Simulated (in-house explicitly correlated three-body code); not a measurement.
Two electrons around a point charge Z = 5.7. Computed variationally in 260 exponentially correlated functions with an in-house code, non-relativistic, converged to about 10⁻⁷ hartree. Wanted, and plotted below: the distribution of the distance r₁₂ between the electrons in the ground state (one pair, times 4πr₁₂²) and its difference from that of the Kohn-Sham determinant with the same density, the Coulomb hole.

The pair density peaks near r₁₂ = 0.32 bohr, and ⟨r₁₂⟩ = 0.4180 bohr. Correlation takes weight from short distances: the hole is deepest (−0.083 bohr⁻¹) near 0.16 bohr and first changes sign near 0.33 bohr, moving 1.5 % of the pair outwards. The mean cosine of the angle between the electrons is −0.0232, and the density-functional correlation energy is −44.97 millihartree.

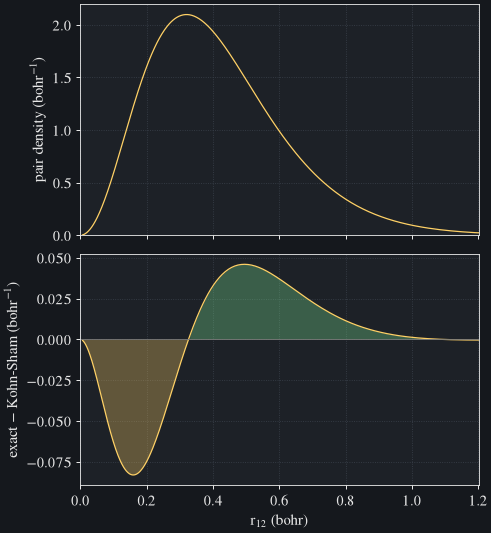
